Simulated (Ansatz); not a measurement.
Nudged elastic band of CH7BrSn (part 2 of 2)

The same run, continued: CH7BrSn; UKS LDA/def2-SVP (Ansatz 0.2.0). The run did not end well. It belongs to a series of runs on one base structure; here: band between the two ends.

Geometry of the input (Å):
```
Sn -0.1939  -1.7567  -0.5105
Br 2.2414  -1.2440  -0.6154
H  -0.3613  -3.3248  -1.1837
H  -0.6268  -1.7084  1.1459
H  -0.9862  -0.5559  -1.4386
H  0.8806  1.1128  0.2615
C  -0.0151  1.7166  0.5192
H  0.2908  2.5717  1.1532
H  -0.4868  2.0946  -0.4090
H  -0.7428  1.0940  1.0776
```

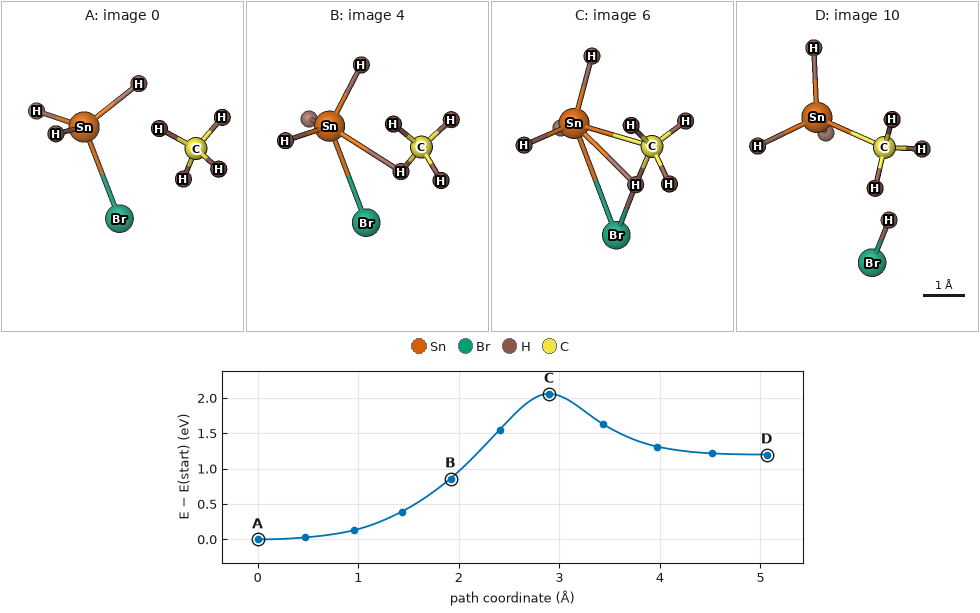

Figure 1. Images of the last band (counted from 0; ball-and-stick, seen at a tilt) above the energy along the path; the line is a cubic interpolation that uses the forces. The highest image is number 6, 2.060 eV above the start and 0.859 eV above the end (the climbing image); the end lies 1.201 eV above the start. The path is 5.06 Å long. The band had not converged after 60 iterations.

```
Unfinished report: {"positions_ang":[[-0.47548657319889154,-1.1179035763335323,-0.2538175399929765],[2.5049035673387423,-0.6046134716686945,-0.04475272489812924],[0.21846616732203317,-2.199890266646562,-1.3787742251269464],[-0.700767858816083,-1.6914265887061473,1.3400943618783943],[-1.9707637772211541,-0.5648844636883168,-0.9457531397926418],[1.042077908511612,0.3900157760373684,0.11629725946650307],[-0.05807806432038797,1.174922586889898,0.21654313613879198],[0.6748832943337824,1.7626788741673223,0.8189995360579834],[-0.268409749214577,1.7179583398273202,-0.7247374432090852],[-0.9667269047350767,1.1331438001213425,0.8559997794781073]],"unchecked":["starts","cluster_reference","orbital_swaps","neighbouring_geometries","increment"],"mean_field":{"relativity":"none","state":{"energy":{"ev":-76899.75416814614,"hartree":-2826.0138411538705},"converged":true,"gradient_ev":0.00003949915822725842,"stability":{"kind":"minimum","curvature_ev":14.748649266039997},"curvature_floor_ev":0.00030000000000000003,"spin_squared":-1.4210854715202004e-14},"others":[],"fillings":{"estimated":0,"unestimated":0,"tried":0,"untried":0,"excluded_magnetic_sites":0},"n_dropped_functions":0,"n_trapped_functions":0,"passes":{"evaluations":2,"products":18},"factors":{"origin":"density fitting in generated functions","count":1200,"bound_ev":null},"gradient_stop_ev":0.00009,"reference_kind":"stationary","functional":{"name":"SPW92","citations":["Dirac, Proc. Camb. Phil. Soc. 26, 376 (1930) doi:10.1017/S0305004100016108","Slater, Phys. Rev. 81, 385 (1951) doi:10.1103/PhysRev.81.385","Perdew & Wang, Phys. Rev. B 45, 13244 (1992) doi:10.1103/PhysRevB.45.13244"],"text":"name \"SPW92\"\ncite \"Dirac, Proc. Camb. Phil. Soc. 26, 376 (1930) doi:10.1017/S0305004100016108\"\ncite \"Slater, Phys. Rev. 81, 385 (1951) doi:10.1103/PhysRev.81.385\"\ncite \"Perdew & Wang, Phys. Rev. B 45, 13244 (1992) doi:10.1103/PhysRevB.45.13244\"\nexchange = slater_x\ncorrelation = pw_c\n","final_grid":{"core_spheres":13.0,"valence_spheres":11.0,"degree":36.0},"final_grid_parameter_source":"default","radial_points_factor":1.0,"radial_grid_error_ev":2.4352219540683396e-10,"grid_sensitivity":"normal","grid_sensitivity_ratio":0.0},"unsmoothed_excess_ev":-0.0000388488652006755,"symmetry":{"irreps":["A"],"axes":[[0.9999958593478072,-0.0013445778219486706,0.002544287271814159],[0.0013713760988276393,0.9999432964112572,-0.010560458786640142],[-0.002529943642920935,0.010563904234206426,0.9999409999157424]],"occupied":[{"A":35},{"A":35}]},"density_repulsion":{"missed_ev":0.00006563816050894286,"excess_ev":0.00006563816050894286,"most_excess_ev":0.0009099999999999999,"are_drawn_again":false,"n_first_factors":1200,"energy_change_ev":0.0,"n_dropped_ends":0},"direct_passes":"host"},"factors":{"origin":"density fitting in generated functions","count":1200,"bound_ev":null},"n_frozen":0,"n_occupied":[35,35],"n_virtual":[72,72],"reference":{"ev":-76899.75416814614,"hartree":-2826.0138411538705},"total":{"ev":-76899.75416814614,"hartree":-2826.0138411538705},"forces_ev_per_angstrom":[[0.0035326516449432493,-0.001977644435275337,-0.002158460300182597],[-0.009683418259828531,-0.02353212023217236,0.06525991795082274],[-0.0024417565409389336,0.03736661940745908,-0.04492658793467572],[0.03135397156318917,-0.02086307566602873,-0.006200198866380495],[-0.01619459257058844,0.002272656482367922,0.04263055715908215],[-0.006744639478333892,-0.004655419732664598,0.01143313591594813],[-0.001598688306916845,0.0011543860334791375,-0.012461460326292906],[0.0055892518091060035,0.013522361270280288,-0.03243890244061536],[-0.008404284116310029,-0.011720982079441842,-0.017886709868755325],[0.004591504270733317,0.00843321891798562,-0.003251291286382286]],"charge_distribution":{"dipole_moment_e_ang":[-0.7766724637800874,0.2200391161852468,0.0466349540915574],"mulliken_charges_e":[0.24633471818242825,-0.351969290923428,0.023681552637216607,-0.0015498605647261687,-0.044970007991409044,0.11845701465674852,-0.38171729138582755,0.1331120024225818,0.12896725539047038,0.12965390757592277],"lowdin_charges_e":[0.20739438559881052,-0.1698724604694135,-0.034103943140116666,-0.037790895853534234,-0.05273424743857502,0.04964100888025924,-0.11939613717183928,0.056352970038286765,0.04491999273977543,0.05558932681630846]},"n_threads":4,"memory_gib":4.261363637633622,"seconds":{"hamiltonian":1.329602439,"orbitals":0.0,"second_order":0.0,"solver_start":0.0,"cycles":0.0,"cycle":0.0,"perturbative":0.0,"full_ci_increment":0.0,"forces":0.0}}
this run last wrote the band of iteration 60 to [file]
Error: NEB band did not converge after 60 iterations: max|band force component| = 7.00e-2 eV/Å (threshold 3.0e-2); raise `neb.max_iterations` in a new run, which can start from the last band evaluated (`neb.initial_path`, with `crystal.atoms` and `neb.final_atoms` set to its first and last images), add images, or start from endpoints closer to local minima. Where this run's directory can be resumed (`checkpoint.write`), a resume goes on for up to `neb.max_iterations` more; to start a new run from the last band, take its images' positions from the `neb_iteration` event of iteration 60 (`data.images[].positions_ang`), in the event stream of the run that computed that iteration (not this run's, if it was resumed behind it). With `checkpoint.write`, `steps/00-neb/state/checkpoint.json` in the run directory holds the last saved band, under `neb.evaluated.images[].positions_ang` (a band under a hybrid functional on support functions is neither saved nor resumed: `neb.initial_path` says where its path is): check the last entry of `neb.iterations` there, which is earlier than 60 if that iteration was not saved or its write failed. If the band's step has no `state` directory and holds `state.next`, a write was cut short, and the file is under `state.next` instead (behind a loss of power it can be under `state.prev`)
this run wrote the band of iteration 60 to [file] as well, whether or not its events were kept: a new run's `neb.initial_path` can list its `images[].positions_ang`
a run's events are kept only if it was started with --events-out <file>, and are in that file
```

**The last band as extended XYZ (Å, eV, eV/Å)**
```
10
Properties=species:S:1:pos:R:3:forces:R:3 image=0 energy=-76901.81435
Sn   -0.1939   -1.7567   -0.5105    0.0005   0.0016  -0.0026
Br    2.2414   -1.2440   -0.6154   -0.0009   0.0002  -0.0004
H    -0.3613   -3.3248   -1.1837   -0.0002  -0.0008   0.0017
H    -0.6268   -1.7084    1.1459   -0.0019   0.0006   0.0008
H    -0.9862   -0.5559   -1.4386    0.0022  -0.0003  -0.0015
H     0.8806    1.1128    0.2615   -0.0003   0.0017  -0.0007
C    -0.0151    1.7166    0.5192    0.0018  -0.0003  -0.0003
H     0.2908    2.5717    1.1532   -0.0005  -0.0014   0.0000
H    -0.4868    2.0946   -0.4090   -0.0016  -0.0020   0.0002
H    -0.7428    1.0940    1.0776    0.0008   0.0005   0.0029
10
Properties=species:S:1:pos:R:3:forces:R:3 image=1 energy=-76901.78619
Sn   -0.1992   -1.6622   -0.4647    0.0059  -0.0436  -0.0166
Br    2.2328   -1.1146   -0.5800   -0.0010  -0.0346  -0.0296
H    -0.2938   -3.1759   -1.2569   -0.0459  -0.0638   0.0125
H    -0.6018   -1.7280    1.1996    0.0134  -0.0267  -0.0127
H    -1.0879   -0.4486   -1.2842    0.0610  -0.0107  -0.0315
H     0.8452    0.9367    0.3319    0.0118   0.0414   0.0142
C    -0.0133    1.6252    0.4779   -0.0118   0.0383   0.0170
H     0.3325    2.5044    1.0540   -0.0243   0.0456   0.0156
H    -0.3896    1.9473   -0.5130   -0.0117   0.0338   0.0175
H    -0.8246    1.1158    1.0356    0.0025   0.0203   0.0135
10
Properties=species:S:1:pos:R:3:forces:R:3 image=2 energy=-76901.68547
Sn   -0.2047   -1.6113   -0.4109    0.0205  -0.1080  -0.0371
Br    2.2302   -1.0247   -0.4856   -0.0162  -0.0695  -0.0796
H    -0.1756   -3.0289   -1.3595   -0.1109  -0.1763   0.0275
H    -0.5783   -1.8103    1.2502    0.0225  -0.0686  -0.0312
H    -1.2398   -0.4313   -1.1062    0.1705   0.0091  -0.0638
H     0.7502    0.7890    0.3177    0.0248   0.0858   0.0463
C    -0.0163    1.5826    0.4243   -0.0256   0.0867   0.0382
H     0.4430    2.4013    1.0080   -0.0693   0.1286   0.0350
H    -0.2962    1.9369   -0.5873   -0.0222   0.0617   0.0366
H    -0.9124    1.1966    0.9494    0.0059   0.0506   0.0280
10
Properties=species:S:1:pos:R:3:forces:R:3 image=3 energy=-76901.42027
Sn   -0.2232   -1.5127   -0.3585    0.0683  -0.2232  -0.0654
Br    2.2534   -0.9656   -0.3289   -0.0788  -0.1504  -0.1288
H    -0.0285   -2.8207   -1.4255   -0.1820  -0.3617   0.0096
H    -0.6149   -1.7836    1.2890    0.0484  -0.1267  -0.0512
H    -1.4218   -0.4496   -1.0051    0.3328   0.0599  -0.0730
H     0.7025    0.6831    0.2124   -0.0148   0.1572   0.0760
C    -0.0142    1.5121    0.3672   -0.0138   0.1701   0.0730
H     0.5543    2.2500    0.9597   -0.1275   0.2737   0.0589
H    -0.2930    1.9118   -0.6269   -0.0396   0.1207   0.0601
H    -0.9145    1.1752    0.9166    0.0069   0.0804   0.0408
10
Properties=species:S:1:pos:R:3:forces:R:3 image=4 energy=-76900.95248
Sn   -0.2673   -1.3797   -0.3130    0.2269  -0.3572  -0.0873
Br    2.3041   -0.8988   -0.2015   -0.2515  -0.3325  -0.1480
H     0.0888   -2.5788   -1.4532   -0.1954  -0.5243  -0.0932
H    -0.6580   -1.7305    1.3193    0.0829  -0.1282  -0.0507
H    -1.6315   -0.4883   -0.9473    0.4989   0.1056  -0.0138
H     0.7367    0.6027    0.1614   -0.2404   0.2561   0.0822
C    -0.0067    1.4171    0.3145    0.0776   0.3207   0.1089
H     0.6154    2.1064    0.9102   -0.1509   0.4611   0.0876
H    -0.2760    1.8315   -0.6745   -0.0459   0.1681   0.0598
H    -0.9055    1.1185    0.8841   -0.0021   0.0308   0.0546
10
Properties=species:S:1:pos:R:3:forces:R:3 image=5 energy=-76900.26258
Sn   -0.3559   -1.2400   -0.2752    0.4146  -0.4096  -0.0726
Br    2.4020   -0.7783   -0.1056   -0.3270  -0.5256  -0.1181
H     0.1653   -2.3592   -1.4290   -0.1133  -0.4675  -0.2106
H    -0.6919   -1.6962    1.3390    0.0758  -0.0566  -0.0129
H    -1.8261   -0.5229   -0.9315    0.4754   0.1006   0.0725
H     0.8285    0.5088    0.1353   -0.7097   0.4036   0.0702
C    -0.0096    1.2953    0.2591    0.1359   0.3887   0.1386
H     0.6633    1.9296    0.8640   -0.0761   0.5631   0.1162
H    -0.2528    1.7589   -0.7136    0.0060   0.1157   0.0135
H    -0.9227    1.1040    0.8576    0.1183  -0.1124   0.0031
10
Properties=species:S:1:pos:R:3:forces:R:3 image=6 energy=-76899.75413
Sn   -0.4755   -1.1179   -0.2538    0.0035  -0.0020  -0.0022
Br    2.5049   -0.6046   -0.0448   -0.0097  -0.0235   0.0653
H     0.2185   -2.1999   -1.3788   -0.0024   0.0374  -0.0449
H    -0.7008   -1.6914    1.3401    0.0314  -0.0209  -0.0062
H    -1.9708   -0.5649   -0.9458   -0.0162   0.0023   0.0426
H     1.0421    0.3900    0.1163   -0.0067  -0.0047   0.0114
C    -0.0581    1.1749    0.2165   -0.0016   0.0012  -0.0125
H     0.6749    1.7627    0.8190    0.0056   0.0135  -0.0324
H    -0.2684    1.7180   -0.7247   -0.0084  -0.0117  -0.0179
H    -0.9667    1.1331    0.8560    0.0046   0.0084  -0.0033
10
Properties=species:S:1:pos:R:3:forces:R:3 image=7 energy=-76900.18026
Sn   -0.5849   -1.0213   -0.2332   -0.2011   0.1703   0.0315
Br    2.6550   -0.4937   -0.0378    0.2463   0.1332   0.0803
H     0.2626   -2.0571   -1.3127    0.0374   0.2690   0.0761
H    -0.7312   -1.7184    1.3256   -0.0400  -0.0429  -0.0292
H    -2.0964   -0.6507   -0.9584   -0.2459  -0.1254   0.0219
H     1.3618    0.2848    0.0885    0.5458  -0.1984  -0.0241
C    -0.1663    1.1232    0.2044   -0.1692  -0.0850  -0.0404
H     0.6634    1.5867    0.7915    0.0121  -0.2979  -0.0872
H    -0.3053    1.7135   -0.7227   -0.0536  -0.0157  -0.0216
H    -1.0586    1.2332    0.8548   -0.1318   0.1928  -0.0073
10
Properties=species:S:1:pos:R:3:forces:R:3 image=8 energy=-76900.50020
Sn   -0.7027   -0.9815   -0.1982   -0.0838   0.0331   0.0146
Br    2.8770   -0.4047   -0.0785    0.1458   0.0155   0.0243
H     0.3223   -1.8755   -1.2404    0.0234   0.1385   0.0218
H    -0.8216   -1.7590    1.3255   -0.0342  -0.0288  -0.0115
H    -2.2356   -0.8052   -0.9501   -0.1112  -0.0919   0.0278
H     1.5779    0.2517    0.0316    0.1566  -0.0290  -0.0278
C    -0.2514    1.1019    0.2067   -0.0578  -0.0093  -0.0077
H     0.6396    1.3977    0.8035   -0.0076  -0.1269  -0.0132
H    -0.2765    1.6960   -0.7284    0.0083  -0.0060  -0.0127
H    -1.1289    1.3785    0.8283   -0.0394   0.1047  -0.0156
10
Properties=species:S:1:pos:R:3:forces:R:3 image=9 energy=-76900.59675
Sn   -0.7944   -0.9814   -0.1695   -0.0250   0.0055   0.0056
Br    3.0028   -0.3266   -0.1128    0.0399   0.0059   0.0131
H     0.2873   -1.7421   -1.2591    0.0019   0.0426   0.0051
H    -0.8072   -1.8156    1.3292   -0.0094  -0.0106  -0.0026
H    -2.3717   -0.9541   -0.8491   -0.0280  -0.0349   0.0096
H     1.7289    0.3509   -0.0011    0.0354  -0.0015  -0.0258
C    -0.2977    1.0808    0.2045   -0.0148   0.0000   0.0024
H     0.5309    1.2304    0.9303   -0.0092  -0.0353   0.0045
H    -0.0776    1.6250   -0.7363    0.0141  -0.0079  -0.0033
H    -1.2013    1.5326    0.6640   -0.0048   0.0362  -0.0086
10
Properties=species:S:1:pos:R:3:forces:R:3 image=10 energy=-76900.61327
Sn   -0.8494   -1.0003   -0.1585   -0.0015   0.0074   0.0012
Br    3.0248   -0.2508   -0.0710   -0.0159   0.0095   0.0012
H     0.1751   -1.6801   -1.3524   -0.0015  -0.0031   0.0014
H    -0.7255   -1.8859    1.3056    0.0038  -0.0009  -0.0049
H    -2.4779   -1.0321   -0.7076   -0.0001  -0.0029  -0.0002
H     1.8167    0.5411   -0.0451    0.0160  -0.0109   0.0012
C    -0.3021    1.0476    0.2052   -0.0005   0.0107   0.0021
H     0.3960    1.1229    1.0660   -0.0064   0.0008  -0.0088
H     0.1518    1.5036   -0.7006   -0.0029  -0.0057   0.0074
H    -1.2095    1.6340    0.4584    0.0089  -0.0049  -0.0007
```
